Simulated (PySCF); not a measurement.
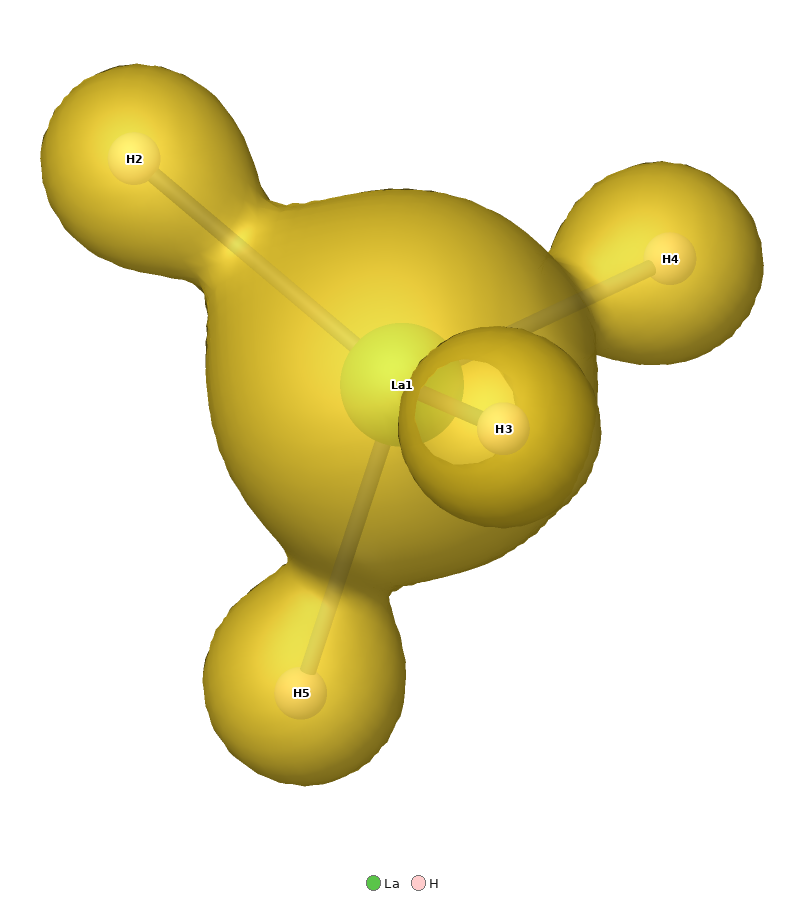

*H4La (charge −1). Isosurface of the electron density at 0.3 e/Å³ (yellow), seen at a tilt.*

Core potentials replace the inner electrons of La.

Level of theory: PySCF 2.14.0, RKS PBE0, La def2-SVP with ECP46, H def2-SVP; non-relativistic Hamiltonian with scalar-relativistic core potentials where named; density fitting.

```yaml
atoms:
  - { symbol: La, position_ang: [0.0000, 0.0000, 0.0000] }
  - { symbol: H, position_ang: [1.2855, 1.2855, 1.2855] }
  - { symbol: H, position_ang: [-1.2855, -1.2855, 1.2855] }
  - { symbol: H, position_ang: [1.2855, -1.2855, -1.2855] }
  - { symbol: H, position_ang: [-1.2855, 1.2855, -1.2855] }
```

**Which contacts does the surface bridge?**

At this value the surface is in one piece. It bridges the sampled La–H (2.23 Å) contacts, where the density stays above the isovalue. On the grid the lowest density along these lines, outside the cores, is 0.37 e/Å³ (La–H, 2.23 Å).
